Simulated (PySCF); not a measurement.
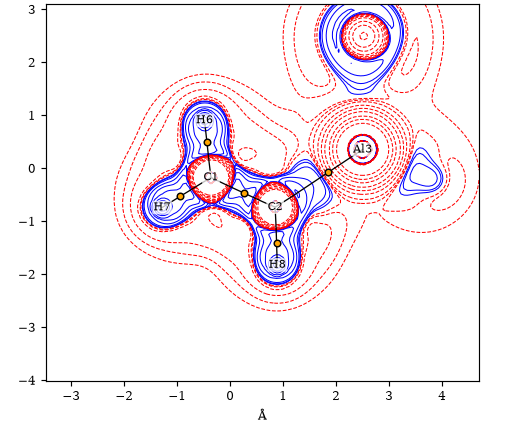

C3H7AlS, SMILES `C=[CH][AlH][S]C`. Negative Laplacian of the density (−∇²ρ) in the plane of C1, C2, Al3, H6, H7 and H8 (solid blue lines positive, dashed red lines negative, contours at ±0.02 to ±8 a.u.), with bond paths and bond critical points (dots).

Computed with PySCF, r2SCAN/def2-SVP, geometry: GFN2-xTB. No frequency check shows the geometry to be a minimum. GFN2-xTB bond lengths at metals and heavier atoms can be off by up to 0.1 Å and shapes distorted, which carries into these values.

Sort the bonds in the plane by the sign of ∇²ρ at their critical points.

Answer. Concentrated (∇²ρ < 0): C1–C2 (−0.88 a.u.); C1–H6 (−1.06 a.u.); C1–H7 (−1.05 a.u.); C2–H8 (−0.96 a.u.). Depleted (∇²ρ > 0): C2–Al3 (+0.32 a.u., H = −0.020).

Where along C1–H7 does the critical point lie?

Answer. 0.68 Å from C1 and 0.40 Å from H7.

The PySCF run took 31 s on 1 thread of Arm Neoverse V2, on a shared host, peak memory 0.47 GiB.
